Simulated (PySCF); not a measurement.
C$_{6}$H$_{10}$OSi

The calculation's input:

```
{"job": {"kind": "nmr", "xc": "PBE0", "basis": "pcSseg-1"}, "charge": 0, "multiplicity": 1}
C     -2.334981    -0.289367     1.611215
C     -1.882126     0.026069     0.400474
C     -0.512343    -0.078887     0.055783
C      0.637901    -0.122454    -0.318433
Si     2.413423    -0.203355    -0.828258
C      3.455305    -0.599028     0.705939
C     -2.769983     0.521855    -0.720213
O     -2.310587     1.719778    -1.299590
H     -3.378010    -0.197994     1.861190
H     -1.676559    -0.654274     2.381208
H      2.773549     1.107568    -1.385363
H      2.548904    -1.257718    -1.841478
H      4.507441    -0.691532     0.450759
H      3.364480     0.182051     1.455827
H      3.142916    -1.533052     1.165105
H     -3.773899     0.731424    -0.344433
H     -2.839274    -0.268696    -1.487629
H     -1.374917     1.613929    -1.513748
```

Run with:

```sh
OMP_NUM_THREADS=1 python probes_run.py task.json out
```

Geometry: GFN2-xTB.

These are results of PBE0/pcSseg-1, SCF density, gas phase, non-relativistic (PySCF), not measurements.

> What will maps of the electron density and electron localisation function show?

C–C (1.21 Å): ρ at the midpoint is about 2.7 e/Å³; the ELF peaks at about 0.85 between the atoms: a short, multiple covalent bond.
C–Si (1.85 Å): ρ is about 0.92 e/Å³ halfway; the ELF peaks at about 0.95 between the atoms; a shared electron pair.
C–C (1.33 Å): ρ at the midpoint is about 2.3 e/Å³; the ELF peaks at about 0.95 between the atoms: a short, multiple covalent bond.

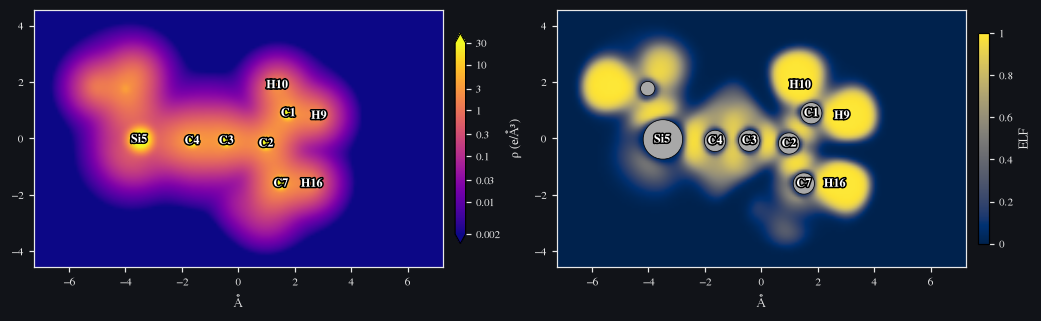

Computed electron density and electron localisation function on the plane of atoms C1, C2 and C3, in this order. Grey discs cover the atomic cores in the ELF map. 
